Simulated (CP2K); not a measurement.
# One shape, several levels: doublet CH6Si+

Aim: a comparison of 4 runs (UHF/3-21G, PM3, GFN2-xTB, PM6) of doublet CH6Si+. 

The results are computed with CP2K 2026.2.

### 1 The structure to begin with

The species is CH6Si+ (8 atoms), meant as a doublet with charge +1. SMILES of the parent species: `C[SiH3]`. Geometry: relaxed at PBE0-D4/def2-TZVP. That shape belongs to the parent species and isn't relaxed for this state.

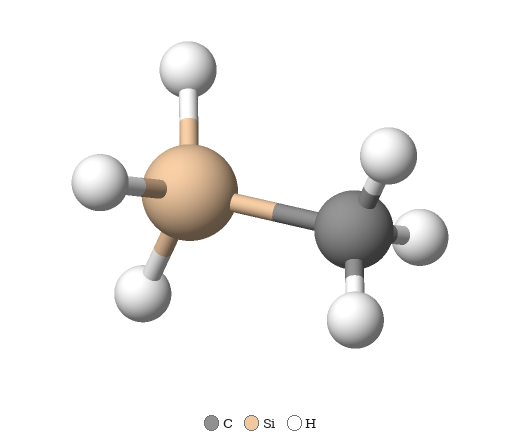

The structure, seen from a chosen angle (carbon grey, silicon light orange, hydrogen white).

### 2 A single-point energy at UHF/3-21G (run 1)

gas.inp

```
&FORCE_EVAL
 METHOD QUICKSTEP
 &DFT
  BASIS_SET_FILE_NAME ./3_21g.basis
  POTENTIAL_FILE_NAME POTENTIAL
  CHARGE 1
  MULTIPLICITY 2
  UKS T
  &QS
   METHOD GAPW
   EPS_DEFAULT 1.0E-10
  &END
  &MGRID
   CUTOFF 280
   REL_CUTOFF 50
   NGRIDS 4
  &END
  &POISSON
   PERIODIC NONE
   POISSON_SOLVER MULTIPOLE
  &END
  &SCF
   SCF_GUESS ATOMIC
   EPS_SCF 1.0E-06
   MAX_SCF 50
   &OT
    MINIMIZER DIIS
    PRECONDITIONER FULL_ALL
   &END
   &OUTER_SCF
    EPS_SCF 1.0E-06
    MAX_SCF 5
   &END
  &END
  &XC
   &XC_FUNCTIONAL NONE
   &END
   &HF
    FRACTION 1
    &SCREENING
     EPS_SCHWARZ 1.0E-10
    &END
    &MEMORY
     MAX_MEMORY 1050
    &END
   &END
  &END
  &PRINT
   &MOMENTS
    PERIODIC F
    REFERENCE COM
    MAX_MOMENT 1
   &END
   &MO_CUBES
    NLUMO 3
    NHOMO -1
    WRITE_CUBE F
   &END
   &LOWDIN ON
   &END
   &HIRSHFELD OFF
   &END
   &MO_MOLDEN ON
    NDIGITS 8
    NLUMO 3
   &END
  &END
 &END
 &SUBSYS
  &CELL
   ABC 9.8 9.9 10.4
   PERIODIC NONE
  &END
  &COORD
   C      4.535955     5.365985     4.186905
   Si     4.879875     4.911695     5.968705
   H      3.476985     5.238755     3.951625
   H      5.112925     4.734825     3.507405
   H      4.804055     6.406965     3.993345
   H      4.092495     5.772465     6.892595
   H      6.323015     5.086235     6.287075
   H      4.514345     3.493035     6.229985
  &END
  &KIND C
   BASIS_SET 3-21G
   POTENTIAL ALL
   LEBEDEV_GRID 194
   RADIAL_GRID 100
  &END
  &KIND Si
   BASIS_SET 3-21G
   POTENTIAL ALL
   LEBEDEV_GRID 194
   RADIAL_GRID 100
  &END
  &KIND H
   BASIS_SET 3-21G
   POTENTIAL ALL
   LEBEDEV_GRID 194
   RADIAL_GRID 100
  &END
 &END
&END

&GLOBAL
 PROJECT_NAME gas
 RUN_TYPE ENERGY
 PRINT_LEVEL MEDIUM
&END
```

Command:

```
$ OMP_NUM_THREADS=1 cp2k.psmp -i gas.inp -o gas.out
```

Output:

```text
CP2K| version string:                                       CP2K version 2026.2
[...]
 GLOBAL| Method name                                                        CP2K
[...]
 GLOBAL| Run type                                                         ENERGY
[...]
 DFT| Spin unrestricted (spin-polarized) Kohn-Sham calculation               UKS
 DFT| Multiplicity                                                             2
[...]
 DFT| Charge                                                                   1
[...]
 QS| Method:                                                                GAPW
[...]
 QS| Density cutoff [a.u.]:                                                140.0
[...]
 QS| Relative density cutoff [a.u.]:                                        25.0
[...]
                             - Atoms:                                          8
[...]
                             - Spherical basis functions:                     34
[...]
 Number of electrons:                                                         13
[...]
     1 OT DIIS     0.15E+00    0.6     0.20623038      -320.8009954017 -3.21E+02
[...]
    36 OT DIIS     0.15E+00    0.3     0.00000098      -328.1200763514 -4.63E-09
  *** SCF run converged in    36 steps ***
[...]
  Overlap energy of the core charge distribution:               0.00000258111165
  Self energy of the core charge distribution:               -163.23599761699512
  Core Hamiltonian energy:                                   -164.79899398554488
  Hartree energy:                                              49.44017975683622
  Exchange-correlation energy:                                  0.00000000000000
  Hartree-Fock Exchange energy:                               -27.29685382004893
[...]
                     Mulliken Population Analysis
 #  Atom  Element  Kind  Atomic population (alpha,beta) Net charge  Spin moment
       1     C        1         3.907115     3.069827    -0.976942     0.837288
       2     Si       2         6.534551     6.453247     1.012202     0.081304
       3     H        3         0.296977     0.318973     0.384050    -0.021996
       4     H        3         0.297034     0.319325     0.383641    -0.022292
       5     H        3         0.296972     0.318967     0.384061    -0.021994
       6     H        3         0.555679     0.506996    -0.062675     0.048683
       7     H        3         0.555842     0.506341    -0.062184     0.049501
       8     H        3         0.555829     0.506324    -0.062154     0.049505
 # Total charge and spin       13.000000    12.000000     1.000000     1.000000
[...]
  Dipole moment [Debye]
    X= -0.4418144E+00 Y=  0.5841701E+00 Z= -0.2295930E+01  Total=      2.4099277
[...]
 HOMO - LUMO gap [eV] :    8.992732
 ENERGY| Total FORCE_EVAL ( QS ) energy [hartree]           -328.120076351378941
[...]
```

Run time: 29 s. Hardware: 1 thread of Arm Neoverse V2, shared host; peak memory 0.52 GiB.

### 3 The energy at PM3 (run 2)

molecule.xyz

```xyz
8

C     -0.181500     0.239740    -0.940300
Si     0.162420    -0.214550     0.841500
H     -1.240470     0.112510    -1.175580
H      0.395470    -0.391420    -1.619800
H      0.086600     1.280720    -1.133860
H     -0.624960     0.646220     1.765390
H      1.605560    -0.040010     1.159870
H     -0.203110    -1.633210     1.102780
```

molecule.inp

```
&FORCE_EVAL
   METHOD Quickstep
   &DFT
      CHARGE 1
      MULTIPLICITY 2
      SPIN_POLARIZED T
      # Quickstep
      &QS
         METHOD PM3
         EPS_DEFAULT 1.0E-10
         &SE
            &COULOMB
               CUTOFF [angstrom] 50
               RC_RANGE [angstrom] 0
            &END COULOMB
            &EXCHANGE
               CUTOFF [angstrom] 50
               RC_RANGE [angstrom] 0
            &END EXCHANGE
         &END SE
      &END QS
      &POISSON
         PERIODIC NONE
         POISSON_SOLVER ANALYTIC
      &END POISSON
      &SCF
         SCF_GUESS ATOMIC
         EPS_SCF 1.0E-06
         MAX_SCF 150
         ADDED_MOS 2
         &DIAGONALIZATION
            ALGORITHM STANDARD
         &END DIAGONALIZATION
         &MIXING
            METHOD DIRECT_P_MIXING
            ALPHA 0.4
         &END MIXING
      &END SCF
      # extra output
      &PRINT
         &MOMENTS
            PERIODIC F
            REFERENCE COM
            MAX_MOMENT 1
         &END MOMENTS
         &MO ON
            ENERGIES T
            OCCUPATION_NUMBERS T
            NDIGITS 6
            &EACH
               QS_SCF 0
            &END EACH
            ADD_LAST NUMERIC
         &END MO
         &HIRSHFELD OFF
         &END HIRSHFELD
      &END PRINT
   &END DFT
   # atoms, cell and kinds
   &SUBSYS
      &CELL
         ABC 18.8 18.9 19.4
         PERIODIC NONE
      &END CELL
      &TOPOLOGY
         COORD_FILE_NAME molecule.xyz
         COORD_FILE_FORMAT XYZ
         &CENTER_COORDINATES
         &END CENTER_COORDINATES
      &END TOPOLOGY
   &END SUBSYS
&END FORCE_EVAL

&GLOBAL
   PROJECT_NAME molecule
   RUN_TYPE ENERGY
   PRINT_LEVEL MEDIUM
&END GLOBAL
```

Command:

```
$ OMP_NUM_THREADS=1 cp2k.psmp -i molecule.inp -o molecule.out
```

Output:

```text
CP2K| version string:                                       CP2K version 2026.2
[...]
 GLOBAL| Method name                                                        CP2K
[...]
 GLOBAL| Run type                                                         ENERGY
[...]
                             - Atoms:                                          8
[...]
                             - Spherical basis functions:                     14
[...]
 Number of electrons:                                                          7
[...]
     1 P_Mix/Diag. 0.40E+00    0.0     0.41952080        -6.5908166173 -6.59E+00
[...]
    34 DIIS/Diag.  0.43E-06    0.0     0.00000098       -10.0154380332  1.61E-11
  *** SCF run converged in    34 steps ***
  Core-core repulsion energy [eV]:                            471.42904961189004
  Core Hamiltonian energy [eV]:                              -372.85743069752357
  Two-electron integral energy [eV]:                         -742.21109545672925
  Electronic energy [eV]:                                    -743.96297842588820
  Total energy [eV]:                                         -272.53392881399816
  Atomic reference energy [eV]:                               283.12492135288238
  Heat of formation [kcal/mol]:                               244.23410938084746
[...]
 SE_DIPOLE| Moment [Debye]          0.56265665      -0.56760215      -1.95197608
 SE_DIPOLE| Derivative [a.u.]       0.00000000       0.00000000       0.00000000
 ENERGY| Total FORCE_EVAL ( QS ) energy [hartree]            -10.015438033238210
[...]
```

Run time: 0.26 s. Hardware: 1 thread of Arm Neoverse V2, shared host.

Run 3 isn't shown in full; the table further down has it.

### 4 The energy at PM6 (run 4)

run.inp

```
&GLOBAL
   PROJECT_NAME run
   RUN_TYPE ENERGY
   PRINT_LEVEL MEDIUM
&END GLOBAL

&FORCE_EVAL
   METHOD QS
   &DFT
      CHARGE 1
      MULTIPLICITY 2
      UKS T
      &QS
         METHOD PM6
         EPS_DEFAULT 1.0E-10
         &SE
            &COULOMB
               CUTOFF [angstrom] 50
               RC_RANGE [angstrom] 0
            &END COULOMB
            &EXCHANGE
               CUTOFF [angstrom] 50
               RC_RANGE [angstrom] 0
            &END EXCHANGE
         &END SE
      &END QS
      ! isolated system
      &POISSON
         PERIODIC NONE
         POISSON_SOLVER ANALYTIC
      &END POISSON
      &SCF
         SCF_GUESS ATOMIC
         EPS_SCF 1.0E-06
         MAX_SCF 150
         &DIAGONALIZATION
            ALGORITHM STANDARD
         &END DIAGONALIZATION
         &MIXING
            METHOD DIRECT_P_MIXING
            ALPHA 0.4
         &END MIXING
      &END SCF
      &PRINT
         &MOMENTS
            PERIODIC F
            REFERENCE COM
            MAX_MOMENT 1
         &END MOMENTS
         &MO ON
            ENERGIES T
            OCCUPATION_NUMBERS T
            NDIGITS 6
            &EACH
               QS_SCF 0
            &END EACH
            ADD_LAST NUMERIC
         &END MO
         &HIRSHFELD OFF
         &END HIRSHFELD
      &END PRINT
   &END DFT
   ! atoms, cell and kinds
   &SUBSYS
      &CELL
         ABC [angstrom] 10.8 10.9 11.4
         PERIODIC NONE
      &END CELL
      &COORD
         UNIT bohr
         C     -0.3429853     0.4530429    -1.7769095
         Si     0.3069293    -0.4054407     1.5902045
         H     -2.3441486     0.2126131    -2.2215242
         H      0.7473300    -0.7396766    -3.0609784
         H      0.1636503     2.4202100    -2.1426849
         H     -1.1810032     1.2211788     3.3361036
         H      3.0340687    -0.0756079     2.1918366
         H     -0.3838223    -3.0863196     2.0839522
      &END COORD
      &TOPOLOGY
         &CENTER_COORDINATES
         &END CENTER_COORDINATES
      &END TOPOLOGY
   &END SUBSYS
&END FORCE_EVAL
```

Command:

```
$ OMP_NUM_THREADS=1 cp2k.psmp -i run.inp -o run.out
```

Output:

```text
CP2K| version string:                                       CP2K version 2026.2
[...]
 GLOBAL| Method name                                                        CP2K
[...]
 GLOBAL| Run type                                                         ENERGY
[...]
                             - Atoms:                                          8
[...]
                             - Spherical basis functions:                     19
[...]
 Number of electrons:                                                          7
[...]
     1 P_Mix/Diag. 0.40E+00    0.0     0.39950102        -6.0890853918 -6.09E+00
[...]
    24 DIIS/Diag.  0.84E-05    0.0     0.00000022        -9.7894804454  1.63E-09
  *** SCF run converged in    24 steps ***
  Core-core repulsion energy [eV]:                            491.13751221824373
  Core Hamiltonian energy [eV]:                              -403.85880571577064
  Two-electron integral energy [eV]:                         -707.32803331607579
  Electronic energy [eV]:                                    -757.52282237380848
  Total energy [eV]:                                         -266.38531015556481
  Atomic reference energy [eV]:                               276.77845985288229
  Heat of formation [kcal/mol]:                               239.67174470822454
[...]
 SE_DIPOLE| Moment [Debye]         -1.07574493      -0.82288894      -2.99596056
 SE_DIPOLE| Derivative [a.u.]       0.00000000       0.00000000       0.00000000
 ENERGY| Total FORCE_EVAL ( QS ) energy [hartree]             -9.789480445382864
[...]
```

Run time: 0.24 s. Hardware: 1 thread of Arm Neoverse V2, shared host.

### 5 All runs side by side

```
run      level  scheme  iteration cap  energy (Eh)  HOMO energy (eV)  LUMO energy (eV)  wall time
  1  UHF/3-21G    GAPW             50  -328.120076            -18.80             -9.80       29 s
  2        PM3       –            150   -10.015438            -15.94            -10.50     0.26 s
  3   GFN2-xTB       –            150    -6.393962            -17.38            -11.29     0.28 s
  4        PM6       –            150    -9.789480            -15.90                 –     0.24 s
```

### 6 What came out

```
                                 quantity           value
                      run 4: total energy     -9.78948 Eh
run 4: HOMO energy (highest over α and β)       -15.90 eV
                 run 4: heat of formation  239.7 kcal/mol
```

In words: Force-field and semi-empirical energies have zeros of their own, so their totals don't compare. All runs together took 30 s, the longest 29 s.
